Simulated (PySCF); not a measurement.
Disilane, H6Si2, SMILES [SiH3][SiH3], CAM-B3LYP/def2-SVP optimised geometry. Atoms within 1.6 Å of the plane z = 0.0 Å (x, y, z in Å): Si1 (-0.51, -0.37, 0.00), H3 (-0.98, 1.04, 0.00), H4 (0.98, -0.37, 0.00), H5 (-0.98, -1.04, 1.24).

Method: CAM-B3LYP/def2-TZVP (PySCF). Cells within 0.4 Å of a nucleus heavier than hydrogen are left out (blank, or x).

Map of the Laplacian of the electron density (e/bohr⁵), clipped to [-1.50, 1.50] on the plane z = 0.0 Å:

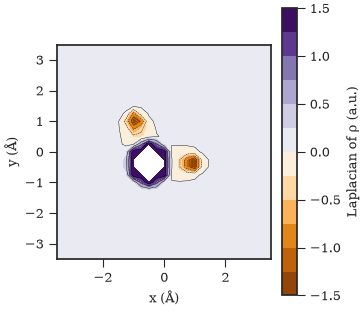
Fig. 1. Laplacian of the electron density (e/bohr⁵), clipped to [-1.50, 1.50] on the plane z = 0.0 Å.
